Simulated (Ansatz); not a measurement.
PH3 and related structures: several calculations on one system

### Relaxation

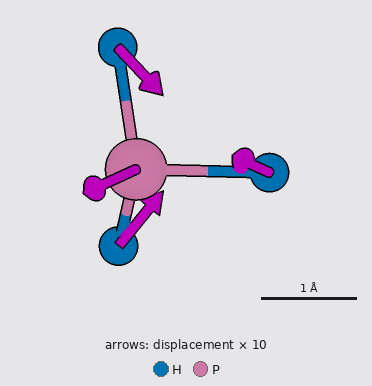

A relaxation of PH3. The starting structure is drawn; purple arrows show the displacements, 10 times their true length. The two geometries are superimposed by the best rigid fit.

A ball-and-stick model, seen at a tilt.

It is one of the separated reactants of a reaction.

The calculation used RKS PBE0-D4/def2-TZVP in Ansatz 0.2.0. (force threshold 0.005 eV/Å; at most 200 steps)

Question: What did the optimiser do to the structure, and how much energy did it gain?

Answer: The largest move after the best rigid fit is that of the P atom, 0.11 Å. Largest moves by element: P 0.11 Å, H 0.08 Å. Near-neighbour distances that change, for instance: H–P 1.404 → 1.420 Å. Among the angles between lasting bonds that change: H–P–H 101.6° → 93.1°, H–P–H 101.5° → 93.1°. Over 3 accepted moves (4 points after the start) the energy falls by 12.4 kJ/mol. Largest force component: 1.3 eV/Å at the start, 0.0036 eV/Å at the end. The line search rejected the trial step at point 2 of the run. The run took roughly 4 core-seconds on a shared host.

### Relaxation

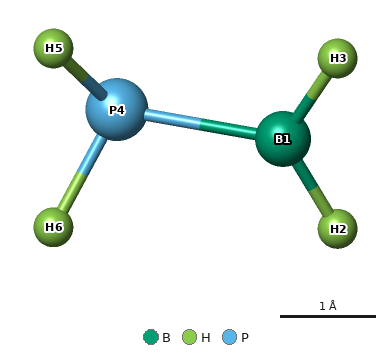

This is the input geometry for a relaxation of BPH$_{4}$. A ball-and-stick model, seen at a tilt.

It is one of the separated products of a reaction.

All numbers below come from Ansatz, RKS PBE0-D4/def2-TZVP.

Input file:
```yaml
crystal:
  periodic: [false, false, false]
  atoms:
    - {symbol: B, position_ang: [-1.090062, 0.073910, -0.320591]}
    - {symbol: H, position_ang: [-1.585884, -1.007040, -0.393687]}
    - {symbol: H, position_ang: [-1.224448, 0.879796, -1.187840]}
    - {symbol: P, position_ang: [-0.351532, 0.610869, 1.291330]}
    - {symbol: H, position_ang: [0.712231, 1.491202, 1.011932]}
    - {symbol: H, position_ang: [0.332909, -0.488818, 1.845289]}
basis:
  gaussian: {orbitals: def2-TZVP}
hamiltonian: {xc: pbe0, dispersion: d4}
relax: {f_tol: 0.005, max_steps: 200}
```

Where does the relaxation end?

Answer. P4 moves most after the best rigid fit: 0.033 Å. Largest moves by element: P 0.033 Å, H 0.028 Å, B 0.020 Å. Bond angles that change, for instance: B1–P4–H5 108.0° → 105.6°. The energy falls by 0.003 eV in 6 geometry steps. Largest force component: 0.19 eV/Å at the start, 0.00016 eV/Å at the end.

The structure at the end:

```xyz
6

B    -1.0860    0.0808   -0.3023
H    -1.5716   -1.0056   -0.3909
H    -1.2111    0.8763   -1.1830
P    -0.3690    0.6246    1.3161
H     0.7043    1.4776    0.9883
H     0.3266   -0.4939    1.8181
```

### Reaction

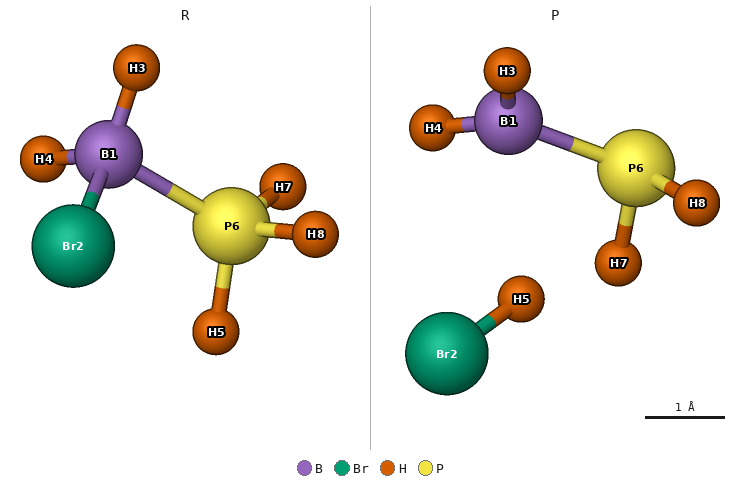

Reactant (R) and product (P) of one elementary step of BPH5Br. A ball-and-stick model, seen at a tilt.

Stationary points at PBE0-D4/def2-TZVP, single-point energies with CCSD(T)/CBS, wB97M-V, BHLYP-D4 (def2-TZVPP where no basis is named; Ansatz 0.2.0). The energies are electronic, without zero-point or thermal terms, and both ends are the minima reached downhill from the saddle, with any fragments still in contact. CCSD(T)/CBS stands for a frozen-core estimate: MP2 correlation extrapolated from def2-TZVPP and def2-QZVPP, CCSD(T) minus MP2 from the smaller set.

R:
```xyz
8

B    -0.6624   -0.2609   -0.8090
Br    0.6290   -1.6027   -1.6057
H    -1.6526   -0.7783   -0.3683
H    -0.8308    0.6945   -1.5171
H     1.6087    0.9213    0.3995
P     0.3640    0.3498    0.7094
H    -0.1879    1.3260    1.5666
H     0.7320   -0.6498    1.6245
```

P:
```xyz
8

B    -1.0894    0.0727   -0.3232
Br    1.9357   -1.0784   -1.6810
H    -1.5839   -1.0088   -0.3970
H    -1.2225    0.8780   -1.1912
H     1.2781   -0.4793   -0.5570
P    -0.3552    0.6111    1.2902
H     0.7083    1.4924    1.0129
H     0.3290   -0.4876    1.8463
```

Q: What is the transition state like, and how high is the barrier?

A: Counted by bonded pieces, R holds BPH₅Br and P holds BPH₄ + HBr. From R over the saddle to P, a bond forms: Br2–H5 (3.37 → 1.61 → 1.43 Å). Bonds break: B1–Br2 (2.03 → 2.40 → 3.51 Å), H5–P6 (1.40 → 1.95 → 2.70 Å). The saddle has one imaginary mode, 367i cm⁻¹. With CCSD(T)/CBS the barrier is 40.4 kcal/mol from R and 8.8 kcal/mol from P, and P lies 31.6 kcal/mol above R.

```
      level  barrier from R (kcal/mol)  barrier from P (kcal/mol)  P less R (kcal/mol)
CCSD(T)/CBS                       40.4                        8.8                 31.6
    wB97M-V                       40.3                        8.7                 31.6
   BHLYP-D4                       43.9                       12.1                 31.8
```

Against CCSD(T)/CBS, wB97M-V comes closest on the barrier from R (−0.2 kcal/mol) and BHLYP-D4 misses most (+3.4 kcal/mol).

Saddle geometry:

```xyz
8

B    -0.7245   -0.0927   -0.5501
Br    1.2871   -0.9119   -1.5808
H    -1.3319   -1.1135   -0.5062
H    -0.9671    0.7906   -1.3076
H     0.7661   -0.2355   -0.2109
P    -0.2804    0.5711    1.2293
H     0.8096    1.4573    1.0584
H     0.4412   -0.4653    1.8677
```

The saddle point in the same view, with dashed sticks for the bonds that form or break:

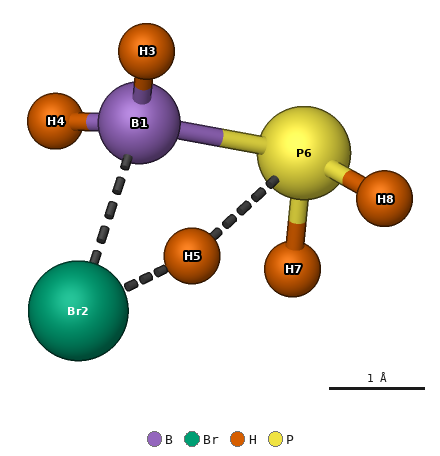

### Reaction

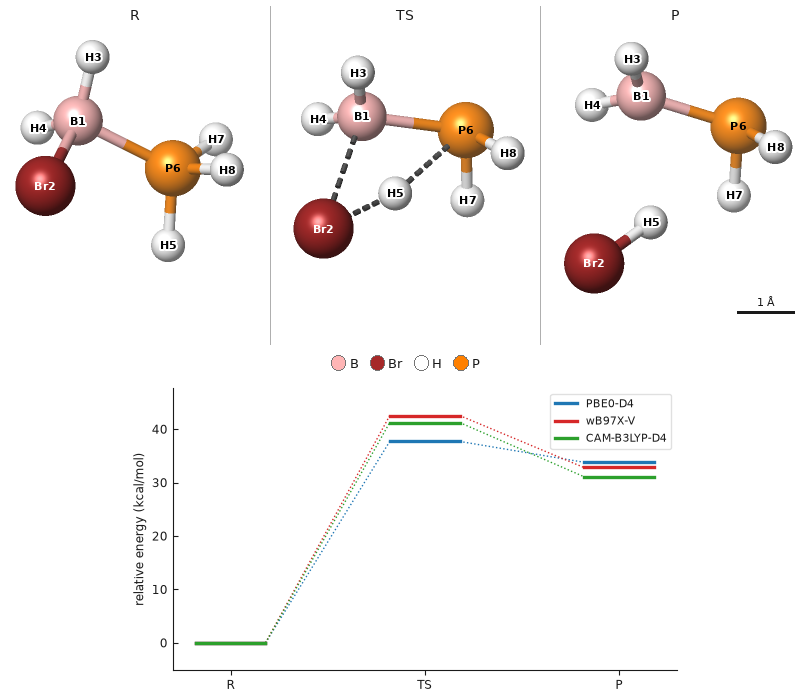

A reaction step of BPH₅Br, with its energy diagram. The picture is a ball-and-stick view, seen at a tilt. Dashed sticks mark bonds that form or break.

Stationary points at PBE0-D4/def2-TZVP, single-point energies with PBE0-D4, wB97X-V, CAM-B3LYP-D4 (def2-TZVPP where no basis is named; Ansatz 0.2.0). The energies are electronic, without zero-point or thermal terms, and both ends are the minima reached downhill from the saddle, with any fragments still in contact.

Question: Describe the step and its energetics.

Answer: Counted by bonded pieces, R holds BPH₅Br and P holds BPH₄ + HBr. From R over the saddle to P, a bond forms: Br2–H5 (3.37 → 1.61 → 1.43 Å). Bonds break: B1–Br2 (2.03 → 2.40 → 3.51 Å), H5–P6 (1.40 → 1.95 → 2.70 Å). The saddle has one imaginary mode, 367i cm⁻¹. With PBE0-D4 the barrier is 37.7 kcal/mol from R and 3.9 kcal/mol from P, and P lies 33.8 kcal/mol above R.

```tsv
level	barrier from R (kcal/mol)	barrier from P (kcal/mol)	P less R (kcal/mol)
PBE0-D4	37.7	3.9	33.8
wB97X-V	42.6	9.7	32.8
CAM-B3LYP-D4	41.3	10.1	31.1
```
